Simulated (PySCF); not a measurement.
## Run report: CH7FNSi2, EPR calculation

CH7FNSi2, multiplicity 2, SMILES C[Si](F)N[SiH3], computed with UKS B3LYP, IGLO-III on C F N Si, pcH-1 on H, non-relativistic, mean-field spin-orbit, GIAO (PySCF 2.14.0).

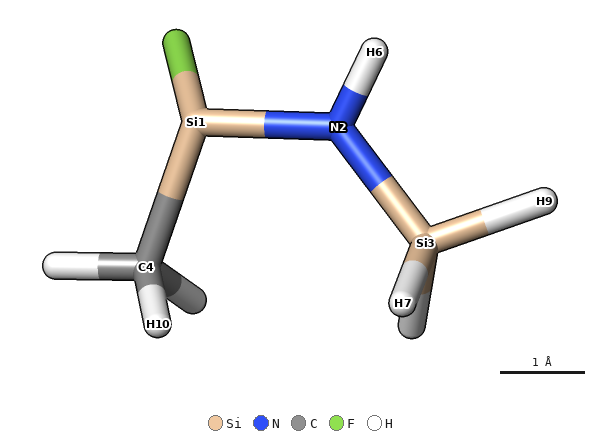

Fig. 1: The structure (stick view, seen at a tilt; atoms are numbered from 1 in the order of the input). Bond lengths as drawn: C–H 1.10 Å, C–Si 1.87 Å, F–Si 1.64 Å, H–N 1.02 Å, H–Si 1.49 to 1.50 Å and N–Si 1.73 to 1.75 Å.

Summary

- outcome: converged
- total energy: −776.127287 hartree
- ⟨S²⟩: 0.751
- isotropic g: 2.0017
- hardware: 1 CPU thread, shared host
- wall time: 43 s
- peak memory: 0.99 GiB

Input
```
{"job": {"kind": "epr"}, "charge": 0, "multiplicity": 2}
Si     0.802052     1.156777    -0.596690
N     -0.753705     0.999151     0.152629
Si    -1.656593    -0.442073     0.557179
C      1.614413    -0.528265    -0.679547
F      1.739091     2.130392     0.329155
H     -1.273873     1.866473     0.263139
H     -2.179459    -1.165174    -0.645240
H     -0.796342    -1.399742     1.313734
H     -2.818040    -0.029331     1.399563
H      1.021590    -1.228503    -1.288234
H      2.616326    -0.448572    -1.125656
H      1.720247    -0.943443     0.336742
```

The first line tells a small driver script what to run in PySCF; the rest is the geometry in Å.

Launch command:
```bash
OMP_NUM_THREADS=1 python <driver script> task.json out
```

What the program printed
```
UKS, coarse grid
  cycle   1  E = -776.00856563  |g| = 5.75e-01
  cycle   2  E = -775.81621825  |g| = 9.49e-01
  cycle   3  E = -776.12422604  |g| = 9.03e-02
  cycle   4  E = -776.12673746  |g| = 3.98e-02
  cycle   5  E = -776.12743011  |g| = 7.90e-03
  cycle   6  E = -776.12745094  |g| = 4.44e-03
  cycle   7  E = -776.12745881  |g| = 9.39e-04
UKS, final grid
  cycle   1  E = -776.12728631  |g| = 1.30e-03
  cycle   2  E = -776.12728523  |g| = 2.13e-03
  cycle   3  E = -776.12728699  |g| = 1.92e-04
  cycle   4  E = -776.12728700  |g| = 3.25e-05
  cycle   5  E = -776.12728700  |g| = 1.81e-05
E = -776.12728700 Eh   <S^2> = 0.7513 (exact 0.7500)
g shifts (ppm)      1          2          3
  rmc          -180       -180       -180
  gc             78         50        104
  oz_so       -1417        -69         56
  total       -1519       -198        -20
hyperfine (MHz)  atom isotope    a_iso     a_fc   dipolar eigenvalues
    0  29Si    -801.76    -802.87   -131.49     65.46     66.03
    1   14N      19.32      19.31     -4.37     -4.06      8.43
    2  29Si      -9.57      -9.59     -4.23      2.07      2.16
    3   13C      79.85      79.86     -8.44     -7.64     16.09
    4   19F     293.81     292.92   -119.88   -113.36    233.25
    5    1H      -0.65      -0.66     -7.44     -3.58     11.02
    6    1H       1.08       1.08     -1.27     -0.99      2.26
    7    1H       2.31       2.31     -1.44     -0.71      2.15
    8    1H       8.26       8.26     -1.13     -0.79      1.92
    9    1H      -6.24      -6.24     -5.52     -2.11      7.63
   10    1H      -3.09      -3.09     -5.93     -2.80      8.73
   11    1H      39.14      39.14     -5.05     -0.48      5.53
```

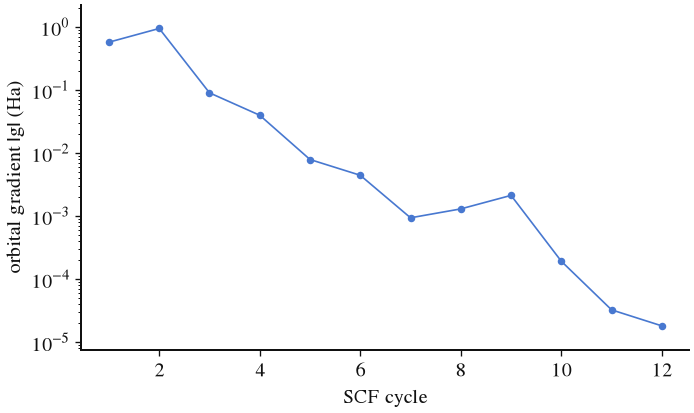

Fig. 2: Convergence of the self-consistent field: orbital gradient |g| against the SCF cycle. All cycles printed in the log are drawn one after another.

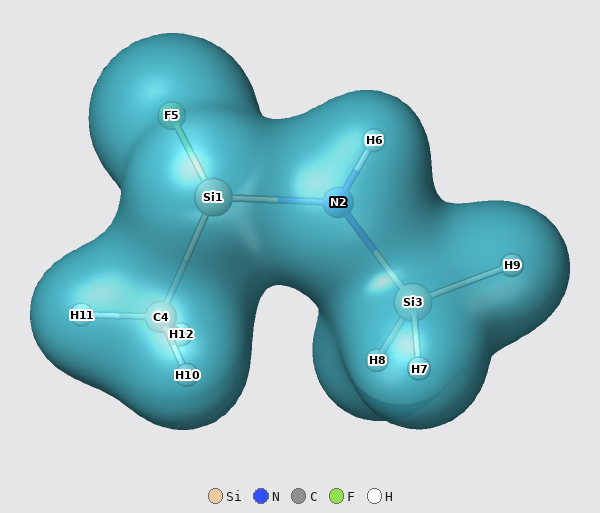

Fig. 3: Isosurface of the electron density at 0.1 e/Å³ (cyan), seen face on. At this value the surface is in one piece. On the grid the lowest density along these lines, outside the cores, is 0.89 e/Å³ (Si–F, 1.64 Å), 0.91 e/Å³ (Si–N, 1.73 Å), 0.83 e/Å³ (C–Si, 1.87 Å) and 2.2 e/Å³ (N–H, 1.02 Å).

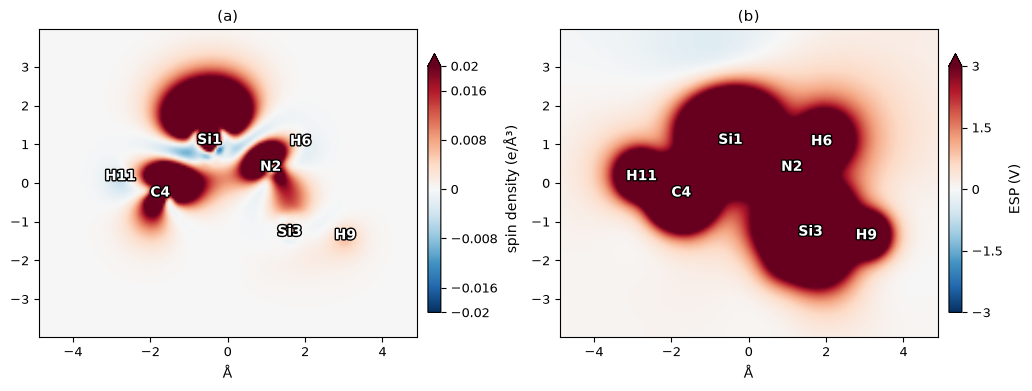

Fig. 4: (a) spin density; (b) molecular electrostatic potential on the plane of atoms Si1, C4 and H11. Atoms in the plane: Si, N, C and H. The unpaired spin (1 electron) lies mostly on Si1 (about 0.7), C4 (about 0.1) and N2 (about 0.1), in electrons by Hirshfeld's partition.

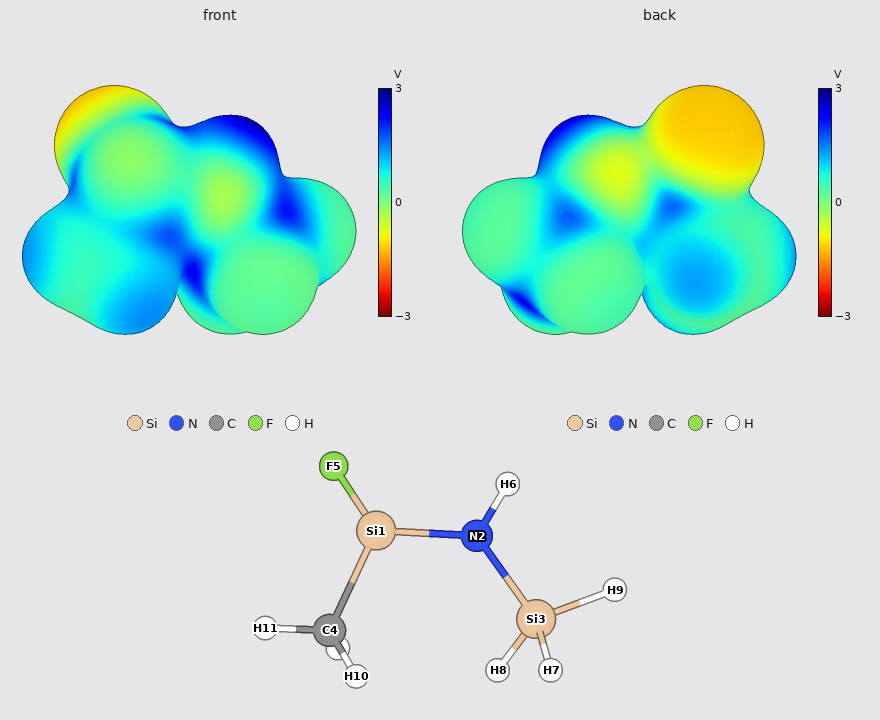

Fig. 5: The molecular electrostatic potential painted on the density surface at 0.004 e/bohr³, seen face on and from behind; red is negative and blue positive. The bare structure is drawn below in the same view.
